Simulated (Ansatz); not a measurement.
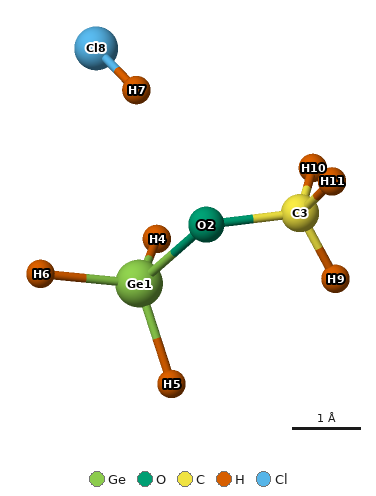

**Figure 1.** The starting structure (ball-and-stick view, seen at a tilt; atoms are numbered from 1 in the order of the input). Sticks mark near contacts.

## Run report: CH7ClGeO, geometry relaxation

System: CH7ClGeO.
Method: UKS PBE-D4/def2-SVP (Ansatz 0.2.0).

It belongs to a series of runs on one base structure; here: end point A relaxed. Figures and captions count atoms from 1; the log counts them from 0 in places.

Output
```
The last accepted step is kept in [file] (removed where the run ends without a failure and the disk answers)
Engine: ansatz 0.2.0, aarch64-unknown-linux-gnu
Functional definition: PBE
  parameter kappa = 0.804
  parameter beta = 0.06672455060314922
  exchange = pbe_x(kappa = kappa, mu = beta*pi^2/3)
  correlation = pbe_c(beta = beta)
1253 factors; their error is unknown
mean field evaluation 1: about -72201.6826 eV, gradient 3.9e1 eV
mean field evaluation 2: about -72166.9141 eV, gradient 9.8e1 eV
mean field evaluation 4: about -72207.7495 eV, gradient 6.9e0 eV
mean field evaluation 8: about -72207.9256 eV, gradient 3.5e-1 eV
mean field evaluation 16: about -72207.8620 eV, gradient 1.9e-4 eV
mean field -72207.86202625 eV, -2653.5899852180 hartree, gradient 4.6e-5 eV, S^2 0.000000; 0 other end points of the search recorded, 0 dependent functions left out
the calculation of the forces begins
reference -72207.86206268 eV, -2653.5899865567 hartree; 35, 35 occupied and 78, 78 virtual orbitals, 1253 factors
relax step   1: F+E_penalty+E_count = -72208.06690327 eV  Δ(F+E_penalty+E_count) = +0.000e0 eV  max|allowed force component| = 3.357e-1 eV/Å  Δτ_max = 0.0000 Å  (29 SCF iters, accepted)
these checks for a lower state are left out or cut short: starts, cluster_reference, orbital_swaps, neighbouring_geometries, increment
1253 factors; their error is unknown
mean field -72207.93168415 eV, -2653.5925450986 hartree, gradient 1.6e-5 eV, S^2 0.000000; 0 other end points of the search recorded, 0 dependent functions left out
the calculation of the forces begins
reference -72207.93172048 eV, -2653.5925464335 hartree; 35, 35 occupied and 78, 78 virtual orbitals, 1253 factors
relax step   2: F+E_penalty+E_count = -72208.13761552 eV  Δ(F+E_penalty+E_count) = -7.071e-2 eV  max|allowed force component| = 6.383e-1 eV/Å  Δτ_max = 0.1970 Å  (30 SCF iters, accepted)
these checks for a lower state are left out or cut short: starts, cluster_reference, orbital_swaps, neighbouring_geometries, increment
1253 factors; their error is unknown
mean field evaluation 32: about -72207.9952 eV, gradient 2.5e-5 eV
mean field -72207.99519274 eV, -2653.5948789962 hartree, gradient 2.5e-5 eV, S^2 0.000000; 0 other end points of the search recorded, 0 dependent functions left out
the calculation of the forces begins
reference -72207.99522839 eV, -2653.5948803062 hartree; 35, 35 occupied and 78, 78 virtual orbitals, 1253 factors
relax step   3: F+E_penalty+E_count = -72208.20771835 eV  Δ(F+E_penalty+E_count) = -7.010e-2 eV  max|allowed force component| = 2.325e-1 eV/Å  Δτ_max = 0.1951 Å  (29 SCF iters, accepted)
these checks for a lower state are left out or cut short: starts, cluster_reference, orbital_swaps, neighbouring_geometries, increment
1253 factors; their error is unknown
mean field -72208.02191617 eV, -2653.5958610639 hartree, gradient 1.3e-5 eV, S^2 0.000000; 0 other end points of the search recorded, 0 dependent functions left out
the calculation of the forces begins
reference -72208.02195199 eV, -2653.5958623805 hartree; 35, 35 occupied and 78, 78 virtual orbitals, 1253 factors
relax step   4: F+E_penalty+E_count = -72208.23413045 eV  Δ(F+E_penalty+E_count) = -2.641e-2 eV  max|allowed force component| = 1.891e-1 eV/Å  Δτ_max = 0.1941 Å  (30 SCF iters, accepted)
these checks for a lower state are left out or cut short: starts, cluster_reference, orbital_swaps, neighbouring_geometries, increment
1253 factors; their error is unknown
mean field -72208.02612423 eV, -2653.5960157075 hartree, gradient 7.4e-6 eV, S^2 0.000000; 0 other end points of the search recorded, 0 dependent functions left out
the calculation of the forces begins
reference -72208.02616018 eV, -2653.5960170285 hartree; 35, 35 occupied and 78, 78 virtual orbitals, 1253 factors
relax step   5: F+E_penalty+E_count = -72208.23790485 eV  Δ(F+E_penalty+E_count) = -3.774e-3 eV  max|allowed force component| = 1.106e-1 eV/Å  Δτ_max = 0.0639 Å  (30 SCF iters, accepted)
these checks for a lower state are left out or cut short: starts, cluster_reference, orbital_swaps, neighbouring_geometries, increment
1253 factors; their error is unknown
mean field -72208.02640615 eV, -2653.5960260679 hartree, gradient 7.9e-6 eV, S^2 0.000000; 0 other end points of the search recorded, 0 dependent functions left out
the calculation of the forces begins
reference -72208.02644213 eV, -2653.5960273901 hartree; 35, 35 occupied and 78, 78 virtual orbitals, 1253 factors
relax step   6: F+E_penalty+E_count = -72208.23837025 eV  Δ(F+E_penalty+E_count) = -4.654e-4 eV  max|allowed force component| = 1.037e-1 eV/Å  Δτ_max = 0.0143 Å  (31 SCF iters, accepted)
these checks for a lower state are left out or cut short: starts, cluster_reference, orbital_swaps, neighbouring_geometries, increment
1253 factors; their error is unknown
mean field -72208.02795765 eV, -2653.5960830845 hartree, gradient 7.8e-6 eV, S^2 0.000000; 0 other end points of the search recorded, 0 dependent functions left out
the calculation of the forces begins
reference -72208.02799382 eV, -2653.5960844135 hartree; 35, 35 occupied and 78, 78 virtual orbitals, 1253 factors
relax step   7: F+E_penalty+E_count = -72208.23916171 eV  Δ(F+E_penalty+E_count) = -7.915e-4 eV  max|allowed force component| = 8.989e-2 eV/Å  Δτ_max = 0.0807 Å  (30 SCF iters, accepted)
these checks for a lower state are left out or cut short: starts, cluster_reference, orbital_swaps, neighbouring_geometries, increment
1253 factors; their error is unknown
mean field evaluation 64: about -72208.0248 eV, gradient 3.1e-5 eV
mean field -72208.02481088 eV, -2653.5959674428 hartree, gradient 7.8e-6 eV, S^2 0.000000; 0 other end points of the search recorded, 0 dependent functions left out
the calculation of the forces begins
reference -72208.02484692 eV, -2653.5959687673 hartree; 35, 35 occupied and 78, 78 virtual orbitals, 1253 factors
relax step   8: F+E_penalty+E_count = -72208.23548829 eV  Δ(F+E_penalty+E_count) = +3.673e-3 eV  max|allowed force component| = 1.574e-1 eV/Å  Δτ_max = 0.0523 Å  (30 SCF iters, rejected (line search))
these checks for a lower state are left out or cut short: starts, cluster_reference, orbital_swaps, neighbouring_geometries, increment
1253 factors; their error is unknown
mean field -72208.02821606 eV, -2653.5960925807 hartree, gradient 8.3e-6 eV, S^2 0.000000; 0 other end points of the search recorded, 0 dependent functions left out
the calculation of the forces begins
reference -72208.02825219 eV, -2653.5960939087 hartree; 35, 35 occupied and 78, 78 virtual orbitals, 1253 factors
relax step   9: F+E_penalty+E_count = -72208.23965105 eV  Δ(F+E_penalty+E_count) = -4.893e-4 eV  max|allowed force component| = 6.817e-3 eV/Å  Δτ_max = 0.0262 Å  (31 SCF iters, accepted)
```

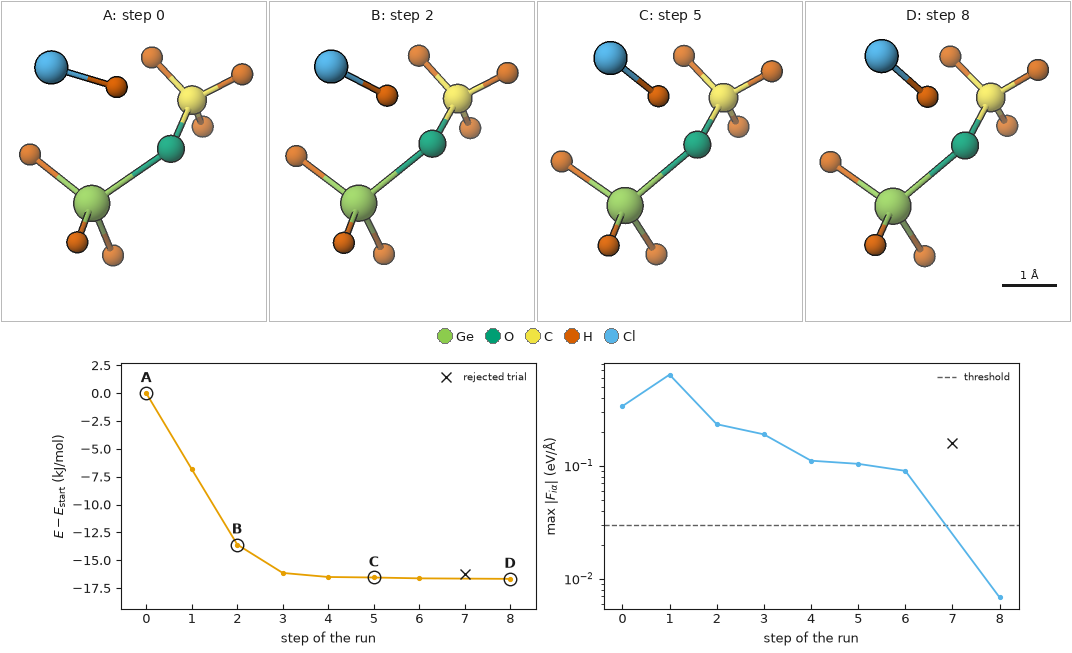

**Figure 2.** Frames of the relaxation (ball-and-stick view, seen at a tilt) above the curves, on which the letters mark them (the first geometry is step 0 here and step 1 in the log).

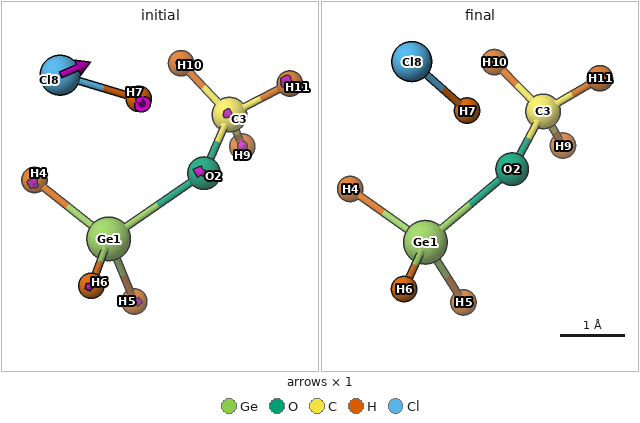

**Figure 3.** Before (left) and after (right) the relaxation, at one scale (ball-and-stick view, seen at a tilt). The pink arrows give the displacements, at true length. The largest move after the best rigid fit is that of Cl8, 0.54 Å. Largest moves by element: Cl 0.54 Å, H 0.46 Å, O 0.22 Å, C 0.15 Å, Ge 0.08 Å. Among the contacts that change: H7–Cl8 1.318 → 1.348 Å, O2–C3 1.417 → 1.426 Å, Ge1–O2 1.845 → 1.837 Å, Ge1–H5 1.556 → 1.552 Å. After 8 geometry steps the energy has fallen by 16.7 kJ/mol. The largest force component goes from 0.34 to 0.0068 eV/Å. The line search rejected the trial step at point 7 (counted from 0) and went back. (Atoms are counted from 1 in the order of the input.)

```
1253 factors; their error is unknown
mean field -72208.02821606 eV, -2653.5960925807 hartree, gradient 8.2e-6 eV, S^2 0.000000; 1 other end points of the search recorded, 0 dependent functions left out
the calculation of the forces begins
reference -72208.02825219 eV, -2653.5960939087 hartree; 35, 35 occupied and 78, 78 virtual orbitals, 1253 factors
Total energy: -72208.23968719 eV, -2653.6038640013 hartree
Atom 0 at    -0.431943    -0.424320     1.384903 Å, force     0.006817    -0.002373     0.000193 eV/Å
Atom 1 at     0.677953    -0.109909    -0.044992 Å, force    -0.003699     0.002016     0.002534 eV/Å
Atom 2 at     0.215204    -0.497303    -1.336519 Å, force     0.001554    -0.000105     0.003924 eV/Å
Atom 3 at    -1.806805     0.231257     1.102586 Å, force     0.000447     0.000956    -0.003010 eV/Å
Atom 4 at    -0.558599    -1.966532     1.498017 Å, force    -0.000282     0.000662    -0.000305 eV/Å
Atom 5 at     0.324063     0.204168     2.569918 Å, force    -0.001408     0.001759     0.002106 eV/Å
Atom 6 at     0.779452     1.523507    -0.059274 Å, force    -0.002772     0.000421    -0.002317 eV/Å
Atom 7 at     0.482588     2.837619    -0.025580 Å, force     0.002690    -0.003146     0.001433 eV/Å
Atom 8 at    -0.084475    -1.569229    -1.361192 Å, force    -0.000691     0.005036    -0.004733 eV/Å
Atom 9 at    -0.645219     0.125655    -1.672665 Å, force    -0.002750    -0.004416    -0.000700 eV/Å
Atom 10 at     1.047683    -0.354918    -2.055100 Å, force     0.000094    -0.000811     0.000874 eV/Å
Dipole moment:    -0.241465    -0.694726     0.025946 e Å
```

Trajectory as extended XYZ (Å, eV, eV/Å), 9 frames, from step=1 to step=9
```
11
Properties=species:S:1:pos:R:3:forces:R:3 step=1 energy=-72208.06690
Ge   -0.3845   -0.4025    1.3262    0.2547  -0.0992  -0.3279
O     0.7620   -0.2950   -0.1155   -0.2512   0.2875   0.3357
C     0.2266   -0.6441   -1.3802    0.0087  -0.0136   0.0254
H    -1.6916    0.3650    1.0021   -0.0047  -0.0057   0.0058
H    -0.6816   -1.9142    1.5443    0.0001   0.0019   0.0095
H     0.4266    0.2061    2.4867   -0.0056   0.0006   0.0084
H     0.9145    1.9576   -0.0123   -0.2429  -0.0238   0.0970
Cl    0.1502    2.9527    0.3896    0.2465  -0.1587  -0.1449
H    -0.1921   -1.6790   -1.3982    0.0005   0.0041  -0.0056
H    -0.5765    0.0560   -1.7140   -0.0059   0.0057  -0.0034
H     1.0462   -0.6028   -2.1286   -0.0001   0.0012   0.0000
11
Properties=species:S:1:pos:R:3:forces:R:3 step=2 energy=-72208.13762
Ge   -0.3822   -0.4069    1.3250    0.0584   0.0358  -0.0200
O     0.7456   -0.2136   -0.1118   -0.1432   0.1789   0.1945
C     0.2289   -0.6125   -1.3716   -0.0265   0.0103  -0.1561
H    -1.6976    0.3512    1.0127   -0.0167  -0.0157   0.0154
H    -0.6647   -1.9225    1.5353    0.0577   0.0116  -0.0684
H     0.4218    0.2023    2.4905   -0.0126  -0.0085   0.0072
H     0.8069    1.7946    0.0135   -0.3316   0.3707   0.1214
Cl    0.2447    2.9763    0.3210    0.3528  -0.6383  -0.2000
H    -0.1641   -1.6586   -1.3706    0.0415   0.0511   0.0605
H    -0.5905    0.0586   -1.7268    0.0240  -0.0104   0.0231
H     1.0510   -0.5689   -2.1172   -0.0037   0.0145   0.0225
11
Properties=species:S:1:pos:R:3:forces:R:3 step=3 energy=-72208.20772
Ge   -0.3892   -0.3815    1.3362   -0.0945   0.0490   0.1745
O     0.7194   -0.1174   -0.1017   -0.0224  -0.0588   0.0057
C     0.2311   -0.5631   -1.3604   -0.0641  -0.0238  -0.2325
H    -1.7210    0.3523    1.0368   -0.0091  -0.0355   0.0384
H    -0.6305   -1.9101    1.5047    0.0813   0.0355  -0.0941
H     0.4115    0.2169    2.5088   -0.0291  -0.0141   0.0060
H     0.7468    1.6115   -0.0173   -0.0987   0.0873   0.0238
Cl    0.3067    2.8514    0.2655    0.1240  -0.1577  -0.0967
H    -0.1268   -1.6219   -1.3368    0.0634   0.1008   0.0851
H    -0.6072    0.0726   -1.7368    0.0546  -0.0118   0.0489
H     1.0590   -0.5107   -2.0988   -0.0054   0.0293   0.0409
11
Properties=species:S:1:pos:R:3:forces:R:3 step=4 energy=-72208.23413
Ge   -0.4148   -0.3936    1.3690   -0.0359  -0.0858   0.0377
O     0.6895   -0.0898   -0.0689    0.0095  -0.0191  -0.0102
C     0.2265   -0.5246   -1.3430   -0.0733  -0.0539  -0.1383
H    -1.7727    0.3005    1.0945    0.0101  -0.0132   0.0258
H    -0.5817   -1.9399    1.4575    0.0177   0.0897  -0.0116
H     0.3705    0.1911    2.5577   -0.0195   0.0058  -0.0043
H     0.7375    1.5404   -0.0553   -0.0361   0.1759   0.0263
Cl    0.4074    2.8485    0.0996    0.0538  -0.1891  -0.0433
H    -0.1053   -1.5901   -1.3279    0.0382   0.0710   0.0400
H    -0.6205    0.1001   -1.7150    0.0499  -0.0098   0.0291
H     1.0634   -0.4428   -2.0682   -0.0144   0.0283   0.0488
11
Properties=species:S:1:pos:R:3:forces:R:3 step=5 energy=-72208.23791
Ge   -0.4221   -0.4064    1.3766    0.0137  -0.0251  -0.0203
O     0.6831   -0.0960   -0.0612   -0.0165  -0.0120   0.0638
C     0.2239   -0.5151   -1.3420   -0.0295  -0.0253  -0.0544
H    -1.7865    0.2787    1.1172   -0.0046  -0.0030  -0.0070
H    -0.5760   -1.9495    1.4622    0.0046   0.0205   0.0030
H     0.3515    0.1887    2.5672    0.0072   0.0007  -0.0017
H     0.7502    1.5417   -0.0591    0.0324  -0.0963  -0.0099
Cl    0.4348    2.8430    0.0423   -0.0221   0.1106  -0.0016
H    -0.0962   -1.5824   -1.3376    0.0114   0.0228   0.0014
H    -0.6256    0.1096   -1.7041    0.0141  -0.0032   0.0062
H     1.0626   -0.4124   -2.0614   -0.0108   0.0104   0.0206
11
Properties=species:S:1:pos:R:3:forces:R:3 step=6 energy=-72208.23837
Ge   -0.4235   -0.4093    1.3783    0.0108  -0.0151  -0.0142
O     0.6829   -0.0985   -0.0575   -0.0132  -0.0246   0.0379
C     0.2228   -0.5113   -1.3408   -0.0183  -0.0157  -0.0382
H    -1.7887    0.2731    1.1157   -0.0051  -0.0047  -0.0064
H    -0.5739   -1.9521    1.4672    0.0031   0.0159   0.0043
H     0.3484    0.1915    2.5671    0.0053  -0.0017   0.0025
H     0.7579    1.5361   -0.0587    0.0190  -0.0839  -0.0080
Cl    0.4358    2.8376    0.0291   -0.0153   0.1037  -0.0017
H    -0.0963   -1.5787   -1.3421    0.0113   0.0184   0.0047
H    -0.6269    0.1150   -1.6991    0.0099   0.0004   0.0067
H     1.0614   -0.4033   -2.0590   -0.0076   0.0072   0.0125
11
Properties=species:S:1:pos:R:3:forces:R:3 step=7 energy=-72208.23916
Ge   -0.4311   -0.4275    1.3879    0.0136   0.0033  -0.0156
O     0.6799   -0.1133   -0.0413   -0.0135   0.0270  -0.0082
C     0.2177   -0.4965   -1.3353    0.0181   0.0126   0.0324
H    -1.8036    0.2358    1.1126    0.0003   0.0049  -0.0045
H    -0.5653   -1.9687    1.4917   -0.0030  -0.0158   0.0050
H     0.3301    0.1899    2.5755   -0.0011   0.0049   0.0018
H     0.7782    1.5289   -0.0607   -0.0277   0.0586  -0.0058
Cl    0.4663    2.8426   -0.0455    0.0247  -0.0899   0.0048
H    -0.0936   -1.5648   -1.3612    0.0004  -0.0020  -0.0034
H    -0.6342    0.1360   -1.6745   -0.0073   0.0007  -0.0024
H     1.0554   -0.3624   -2.0493   -0.0044  -0.0043  -0.0040
11
Properties=species:S:1:pos:R:3:forces:R:3 step=8 energy=-72208.23549 accepted=F
Ge   -0.4298   -0.4324    1.3852   -0.0246  -0.0004  -0.0041
O     0.6606   -0.0924   -0.0506    0.1574  -0.0976   0.0473
C     0.2184   -0.5042   -1.3374   -0.1316   0.0573  -0.0717
H    -1.7928    0.2433    1.1051   -0.0678  -0.0262   0.0142
H    -0.5667   -1.9809    1.4956    0.0303   0.1201  -0.0172
H     0.3296    0.2074    2.5614    0.0130  -0.0350   0.0227
H     0.7646    1.5395   -0.0621   -0.0020  -0.0002   0.0093
Cl    0.4891    2.8563   -0.0004   -0.0018   0.0032  -0.0050
H    -0.0817   -1.5751   -1.3563   -0.0071  -0.0361   0.0384
H    -0.6425    0.1135   -1.6827   -0.0014  -0.0253  -0.0601
H     1.0511   -0.3751   -2.0577    0.0355   0.0399   0.0262
11
Properties=species:S:1:pos:R:3:forces:R:3 step=9 energy=-72208.23965
Ge   -0.4319   -0.4243    1.3849    0.0068  -0.0024   0.0002
O     0.6780   -0.1099   -0.0450   -0.0037   0.0020   0.0025
C     0.2152   -0.4973   -1.3365    0.0016  -0.0001   0.0039
H    -1.8068    0.2313    1.1026    0.0004   0.0010  -0.0030
H    -0.5586   -1.9665    1.4980   -0.0003   0.0007  -0.0003
H     0.3241    0.2042    2.5699   -0.0014   0.0018   0.0021
H     0.7795    1.5235   -0.0593   -0.0028   0.0004  -0.0023
Cl    0.4826    2.8376   -0.0256    0.0027  -0.0031   0.0014
H    -0.0845   -1.5692   -1.3612   -0.0007   0.0050  -0.0047
H    -0.6452    0.1257   -1.6727   -0.0027  -0.0044  -0.0007
H     1.0477   -0.3549   -2.0551    0.0001  -0.0008   0.0009
```

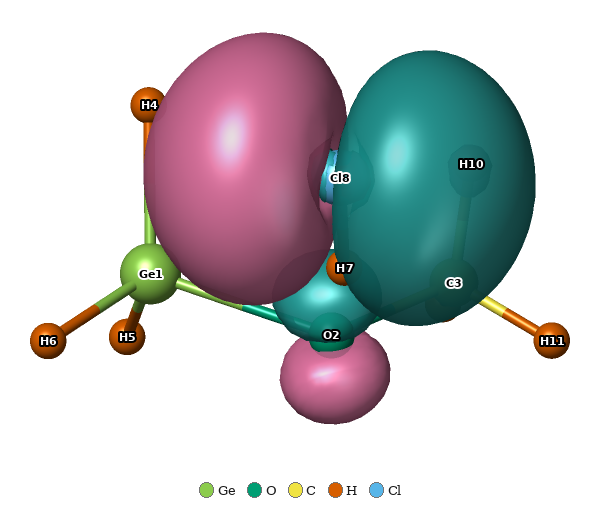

**Figure 4.** One frontier orbital at ±0.1 Å⁻³ᐟ² (teal and pink are the two phases), seen from the side. The HOMO−1 (α), at −6.54 eV.

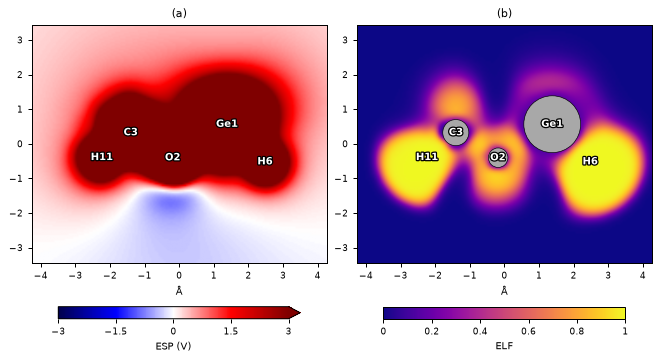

**Figure 5.** (a) electrostatic potential; (b) electron localisation function on the plane of atoms O2, Ge1 and H6. Grey discs, where drawn, cover atomic cores. The plane passes through Ge, O, C and H nuclei. Ge–O (1.84 Å): the ELF peaks at about 0.85 in the valence shell of O, 0.6 Å from its nucleus, and is about 0.35 at the midpoint. Ge–H (1.54 Å): the ELF climbs to about 1 towards the hydrogen.

This output came from the following input.

The input
```yaml
crystal:
  periodic: [false, false, false]
  atoms:
    - { symbol: Ge, position_ang: [-0.384538, -0.402499, 1.326152] }
    - { symbol: O, position_ang: [0.762043, -0.294977, -0.115476] }
    - { symbol: C, position_ang: [0.226605, -0.644051, -1.380222] }
    - { symbol: H, position_ang: [-1.691554, 0.364998, 1.002141] }
    - { symbol: H, position_ang: [-0.681552, -1.914171, 1.544323] }
    - { symbol: H, position_ang: [0.426635, 0.206091, 2.486713] }
    - { symbol: H, position_ang: [0.914479, 1.957577, -0.012306] }
    - { symbol: Cl, position_ang: [0.15021, 2.952716, 0.389587] }
    - { symbol: H, position_ang: [-0.192117, -1.678965, -1.398225] }
    - { symbol: H, position_ang: [-0.576517, 0.056036, -1.714024] }
    - { symbol: H, position_ang: [1.046206, -0.602757, -2.128563] }
magnetization:
  spin_polarized: true
basis:
  gaussian: { orbitals: def2-SVP }
hamiltonian:
  xc: pbe
  dispersion: d4
relax:
  f_tol: 0.03
  max_steps: 50
output:
  orbitals: {}
```

Run as:
```bash
ansatz run input.yaml --threads 4 --pin off --max-ram 5120MiB --backend cpu --events-out ev --progress --plain --runs-dir out
```

Results in brief

| quantity | value |
| --- | --- |
| outcome | converged |
| total energy | −72208.2397 eV |
| mean-field energy | −72208.0283 eV |
| largest force (length of the vector) at the end | 0.007 eV/Å |
| hardware | 4 threads of Arm Neoverse N1, 16 GiB of memory available, shared host |
| wall time | 34 s (CPU time 2.1 min) |
| peak memory | 0.2 GiB |
